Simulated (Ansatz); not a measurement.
# AlNH2Cl (SMILES [NH2][Al][Cl]) at 6 levels

Aim: a comparison of 6 runs (UHF/STO-3G, UHF/6-31G**, UHF/def2-SVP, UBLYP/6-31G, UB3LYP/6-31G*) of AlNH2Cl. 

The calculation is run with Ansatz 0.2.0.

1 further run of the same task is left out (set aside as unsound or not needed).

## Step 1: Starting point

AlNH2Cl: 5 atoms, total charge 0, spin state doublet. SMILES: `[NH2][Al][Cl]`. The shape is that of a PBE0-D4/def2-TZVP optimisation. This is one conformer, not always the lowest.

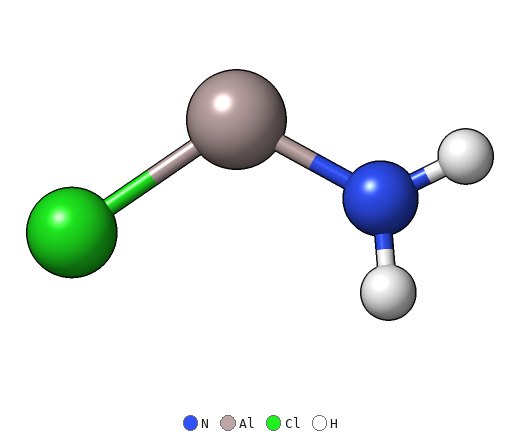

The structure, seen from a chosen angle (nitrogen blue, aluminium light grey, chlorine green, hydrogen white).

## Step 2: Energy and forces at UHF/STO-3G (run 1)

File molecule.yaml:

```yaml
crystal:
  periodic: [false, false, false]
  atoms:
    - symbol: N
      position_ang: [-0.549400, 0.461700, -0.232000]
    - symbol: Al
      position_ang: [0.402600, -0.291600, 1.049100]
    - symbol: Cl
      position_ang: [1.907000, -1.649700, 0.440800]
    - symbol: H
      position_ang: [-1.293600, 1.123300, -0.083500]
    - symbol: H
      position_ang: [-0.416600, 0.282700, -1.215900]
basis:
  gaussian:
    orbitals: STO-3G
magnetization:
  spin_polarized: true
  initial_magnetization: 1
hamiltonian:
  xc: hf
accuracy: high
output: {forces: true, orbitals: {seedname: orbitals}}
```

Started as:

```console
$ ansatz run molecule.yaml --threads 1 --pin off --max-ram 2610MiB --events-out events.jsonl --progress --plain --runs-dir runs
```

Output:

```text
Warning: RAYON_NUM_THREADS=1 ignored (pool sized by the plan → 1); use --threads N
Functional definition: HF
  name "HF"
  exchange = exact_x
  correlation = 0
452 factors; integrals over basis functions are off by at most 1.1e-8 eV
mean field evaluation 1: about -20367.5197 eV, gradient 1.5e1 eV
mean field evaluation 2: about -20367.5720 eV, gradient 1.5e1 eV
mean field evaluation 4: about -20369.5530 eV, gradient 1.6e0 eV
mean field evaluation 8: about -20369.6080 eV, gradient 2.2e-2 eV
mean field -20369.60800808 eV, -748.5692872806 hartree, gradient 2.3e-8 eV, S^2 0.752847; 0 other end points of the search recorded, 0 dependent functions left out
the calculation of the forces begins
reference -20369.60800808 eV, -748.5692872806 hartree; 20, 19 occupied and 5, 6 virtual orbitals, 452 factors
Total energy: -20369.60800808 eV, -748.5692872806 hartree
Atom 0 at    -0.549400     0.461700    -0.232000 Å, force     1.442447    -1.186363     1.229613 eV/Å
Atom 1 at     0.402600    -0.291600     1.049100 Å, force    -0.811172     0.682812    -0.445414 eV/Å
Atom 2 at     1.907000    -1.649700     0.440800 Å, force    -0.142672     0.109429    -0.248437 eV/Å
Atom 3 at    -1.293600     1.123300    -0.083500 Å, force    -0.379965     0.331611    -0.023632 eV/Å
Atom 4 at    -0.416600     0.282700    -1.215900 Å, force    -0.108638     0.062509    -0.512131 eV/Å
Dipole moment:    -0.585494     0.540237     0.421633 e Å
```

Run time: 0.22 s. Hardware: 1 thread of AMD EPYC 9R45 (Zen 5), shared host.

## Step 3: Energy and forces at UHF/6-31G(d,p) (spherical functions) (run 2)

File job.yaml:

```yaml
crystal:
  periodic: [false, false, false]
  atoms:
    - symbol: N
      position_ang: [-0.549400, 0.461700, -0.232000]
    - symbol: Al
      position_ang: [0.402600, -0.291600, 1.049100]
    - symbol: Cl
      position_ang: [1.907000, -1.649700, 0.440800]
    - symbol: H
      position_ang: [-1.293600, 1.123300, -0.083500]
    - symbol: H
      position_ang: [-0.416600, 0.282700, -1.215900]
basis:
  gaussian: {orbitals: 6-31Gss-spherical.json}
magnetization: {spin_polarized: true, initial_magnetization: 1}
hamiltonian: {xc: hf}
accuracy: high
output: {forces: true, orbitals: {seedname: orbitals}}
```

The basis set 6-31G** is read from a file made from the Basis Set Exchange's data (not shown).

Started as:

```console
$ ansatz run job.yaml --threads 1 --pin off --max-ram 2610MiB --events-out events.jsonl --progress --plain --runs-dir runs
```

Output:

```text
Warning: RAYON_NUM_THREADS=1 ignored (pool sized by the plan → 1); use --threads N
[... 4 set-up lines as earlier in the session ...]
1253 factors; integrals over basis functions are off by at most 1.3e-8 eV
mean field evaluation 1: about -20598.2286 eV, gradient 2.3e1 eV
mean field evaluation 2: about -20598.2986 eV, gradient 2.3e1 eV
mean field evaluation 4: about -20601.2004 eV, gradient 2.2e0 eV
mean field evaluation 8: about -20601.3063 eV, gradient 1.4e-1 eV
mean field evaluation 16: about -20601.3068 eV, gradient 2.7e-7 eV
mean field -20601.30682504 eV, -757.0840617528 hartree, gradient 3.0e-8 eV, S^2 0.752985; 0 other end points of the search recorded, 0 dependent functions left out
the calculation of the forces begins
reference -20601.30682504 eV, -757.0840617528 hartree; 20, 19 occupied and 40, 41 virtual orbitals, 1253 factors
Total energy: -20601.30682504 eV, -757.0840617528 hartree
Atom 0 at    -0.549400     0.461700    -0.232000 Å, force    -0.280004     0.214845    -0.475336 eV/Å
Atom 1 at     0.402600    -0.291600     1.049100 Å, force    -0.130148     0.123223     0.144616 eV/Å
Atom 2 at     1.907000    -1.649700     0.440800 Å, force     0.137178    -0.125273    -0.080145 eV/Å
Atom 3 at    -1.293600     1.123300    -0.083500 Å, force     0.373404    -0.333064    -0.096300 eV/Å
Atom 4 at    -0.416600     0.282700    -1.215900 Å, force    -0.100431     0.120270     0.507164 eV/Å
Dipole moment:    -0.451089     0.397706     0.034527 e Å
```

Wall time 1.2 s (1 thread of AMD EPYC 9R45 (Zen 5), shared host).

Runs 3 to 5 aren't shown in full; the table further down has their settings and results.

## Step 4: Energy and forces at UB3LYP/6-31G(d) (Cartesian functions) (run 6)

File in.yaml:

```yaml
basis:
  gaussian:
    orbitals: "6-31G*"
crystal:
  periodic: [false, false, false]
  atoms:
    - symbol: "N"
      position_ang: [-0.549400, 0.461700, -0.232000]
    - symbol: Al
      position_ang: [0.402600, -0.291600, 1.049100]
    - symbol: Cl
      position_ang: [1.907000, -1.649700, 0.440800]
    - symbol: H
      position_ang: [-1.293600, 1.123300, -0.083500]
    - symbol: H
      position_ang: [-0.416600, 0.282700, -1.215900]
magnetization:
  spin_polarized: true
  initial_magnetization: 1
output: {forces: true, orbitals: {seedname: orbitals}}
accuracy: high
hamiltonian:
  xc: {name: B3LYP}
```

Started as:

```console
$ ansatz run in.yaml --threads 1 --pin off --max-ram 2610MiB --events-out events.jsonl --progress --plain --runs-dir runs
```

Output:

```text
Warning: RAYON_NUM_THREADS=1 ignored (pool sized by the plan → 1); use --threads N
Functional definition: B3LYP
  name "B3LYP"
  parameter a0 = 0.2
  parameter ax = 0.72
  parameter ac = 0.81
  exchange = (1 - a0 - ax)*slater_x + ax*b88_x + a0*exact_x
  correlation = (1 - ac)*vwn_rpa_c + ac*lyp_c
1129 factors; integrals over basis functions are off by at most 4.4e-9 eV
mean field evaluation 1: about -20636.1198 eV, gradient 4.3e1 eV
mean field evaluation 2: about -20602.2573 eV, gradient 7.8e1 eV
mean field evaluation 4: about -20643.6111 eV, gradient 5.4e0 eV
mean field evaluation 8: about -20643.8410 eV, gradient 9.1e-2 eV
mean field evaluation 16: about -20643.8411 eV, gradient 4.6e-5 eV
mean field -20643.84105074 eV, -758.6471657165 hartree, gradient 4.8e-8 eV, S^2 0.751573; 0 other end points of the search recorded, 0 dependent functions left out
the calculation of the forces begins
reference -20643.84108467 eV, -758.6471669637 hartree; 20, 19 occupied and 37, 38 virtual orbitals, 1129 factors
Total energy: -20643.84108467 eV, -758.6471669637 hartree
Atom 0 at    -0.549400     0.461700    -0.232000 Å, force    -0.052521     0.041261    -0.073861 eV/Å
Atom 1 at     0.402600    -0.291600     1.049100 Å, force    -0.047524     0.066907     0.398271 eV/Å
Atom 2 at     1.907000    -1.649700     0.440800 Å, force     0.268615    -0.241974    -0.102567 eV/Å
Atom 3 at    -1.293600     1.123300    -0.083500 Å, force    -0.201599     0.179845     0.045998 eV/Å
Atom 4 at    -0.416600     0.282700    -1.215900 Å, force     0.033029    -0.046039    -0.267840 eV/Å
Dipole moment:    -0.428984     0.373143    -0.046785 e Å
```

Wall time 3.3 s (1 thread of AMD EPYC 9R45 (Zen 5), shared host).

## Step 5: Overview of the runs

| run | level | Cartesian functions | energy (Eh) | dipole moment (D) | HOMO energy (eV) | LUMO energy (eV) | wall time |
| --- | --- | --- | --- | --- | --- | --- | --- |
| 1 | UHF/STO-3G | no | -748.569287 | 4.33 | -6.03 | 6.02 | 0.22 s |
| 2 | UHF/6-31G** (spherical functions) | no | -757.084062 | 2.89 | -8.81 | 0.76 | 1.2 s |
| 3 | UHF/def2-SVP | no | -756.849714 | 2.55 | -8.68 | 0.83 | 1.6 s |
| 4 | UBLYP/6-31G | no | -758.544379 | 3.20 | -4.95 | -3.67 | 2.4 s |
| 5 | UB3LYP/6-31G* (spherical functions) | no | -758.641116 | 2.75 | -5.83 | -2.94 | 3.9 s |
| 6 | UB3LYP/6-31G* (Cartesian functions) | yes | -758.647167 | 2.74 | -5.83 | -2.94 | 3.3 s |

## Step 6: Results

| quantity | value |
| --- | --- |
| run 6: total energy | -758.64717 Eh |
| run 6: dipole moment | 2.74 D |
| run 6: HOMO energy (highest over α and β) | -5.83 eV |
| run 6: LUMO energy (lowest over α and β) | -2.94 eV |
| run 6: ⟨S²⟩ | 0.752 |
| run 6: largest force on an atom | 0.407 eV/Å |

What this shows: The dipole moment (its size) runs from 2.55 D (UHF/def2-SVP) to 4.33 D (UHF/STO-3G). Totals of different functionals can't be ranked against each other. In run 1 the basis is minimal, so the values are rough. All runs together took 13 s, the longest 3.9 s.
